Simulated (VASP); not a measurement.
Shape and ions are relaxed at each volume.

Energy against volume of Bi (a7). All values below come from rev-vdW-DF2, VASP's PBE PAW potentials (set 64) (plane waves; VASP).

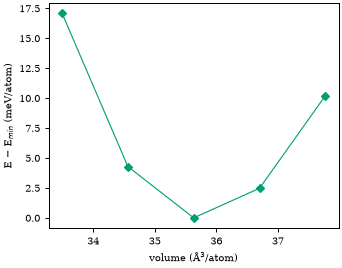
Fig. 1. Energy against volume

### Question
Estimate the equilibrium volume and the bulk modulus.

### Answer
The minimum lies near 35.7 Å³/atom, and the curvature gives B0 of about 33 GPa.

Measured: bulk modulus 32.1 GPa at 0 K (computed value off by +2.4 %), as given by K. Lejaeghere et al., Critical reviews in solid state and materials sciences/CRC critical reviews in solid state and materials sciences (2013), arXiv:1204.2733 [extrapolated to 0 K and zero-point effects removed (source: thermally corrected experimental values)].

The compound is Bi in the a7 structure. It was relaxed first.
